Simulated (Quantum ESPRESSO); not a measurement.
## Convergence study of shifted k-point meshes for ZnNi (P4mm, 2 atoms in the cell)

```xyz
2
Lattice="2.7101 0.0000 0.0000 0.0000 2.7101 0.0000 0.0000 0.0000 3.1979" Properties=species:S:1:pos:R:3 pbc="T T T"
Zn     1.3550     1.3550     1.6489
Ni     0.0000     0.0000     0.0000
```

Computed with LDA (PZ), PSlibrary PAW (LDA) pseudopotentials (plane waves; Quantum ESPRESSO).

Base settings: ecutwfc = 50 Ry; ecutrho = 300 Ry; occupations = smearing; smearing = fermi-dirac; degauss = 0.0073499 Ry; potentials = {Zn: Zn.pz-dn-kjpaw_psl.1.0.0.UPF, Ni: Ni.pz-n-kjpaw_psl.1.0.0.UPF}; K_POINTS = automatic 8 8 7 0 0 0; conv_thr = 1e-10 Ry; mixing_beta = 0.7.

Only quantities that move along the ladder and can be compared are tabulated.

The count of work is k-points × plane waves × bands × iterations; it is no time. 

The starting cell comes from a database of computed structures (which also holds hypothetical and non-ambient phases and stackings), without a prior relaxation at this level. Its lattice was rescaled by up to half a per cent. One atom was moved a little off its site on purpose. Spin polarisation is off. In the base run, with a pressure of about -11 GPa the cell is away from its equilibrium volume at this level.

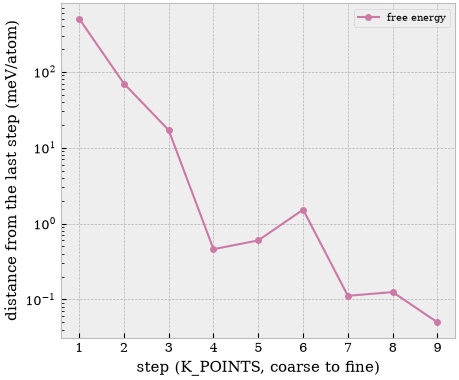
*Distance from the last step along the ladder; very small values are drawn at a floor.*

| K_POINTS | free energy less the last step's (meV/atom) | pressure (GPa) | largest difference of a force vector from the last step's (eV/Å) | count of work / last |
|---|---|---|---|---|
| automatic 2 2 2 1 1 1 | -501.91 | -20.10 | 0.070 | 0.00074 |
| automatic 3 3 3 1 1 1 | 70.09 | -9.05 | 0.010 | 0.0038 |
| automatic 4 4 4 1 1 1 | -17.00 | -11.85 | 0.001 | 0.0035 |
| automatic 5 5 5 1 1 1 | 0.46 | -11.68 | 0.005 | 0.012 |
| automatic 7 7 6 1 1 1 | 0.60 | -11.52 | 0.002 | 0.021 |
| automatic 9 9 7 1 1 1 | 1.53 | -11.42 | 0.002 | 0.042 |
| automatic 10 10 9 1 1 1 | 0.11 | -11.48 | 0.000 | 0.048 |
| automatic 13 13 11 1 1 1 | -0.13 | -11.50 | 0.000 | 0.11 |
| automatic 16 16 13 1 1 1 | 0.00 | -11.49 | 0.000 | 0.16 |
| automatic 29 29 25 1 1 1 | 0.00 | -11.49 | 0.000 | 1.0 |

Coarsest K_POINTS that holds the free energy within 5 meV/atom of the last step, with all finer ones: automatic 5 5 5 1 1 1, at 0.012 of the last step's count of work; the step before is off by 17 meV/atom.

Coarsest K_POINTS that holds the pressure within 0.05 GPa of the last step, with all finer ones: automatic 10 10 9 1 1 1, at 0.048 of the last step's count of work; the step before is off by 0.07 GPa.

Coarsest K_POINTS that holds the forces within 0.005 eV/Å of the last step, with all finer ones: automatic 4 4 4 1 1 1, at 0.0035 of the last step's count of work; the step before is off by 0.010 eV/Å.
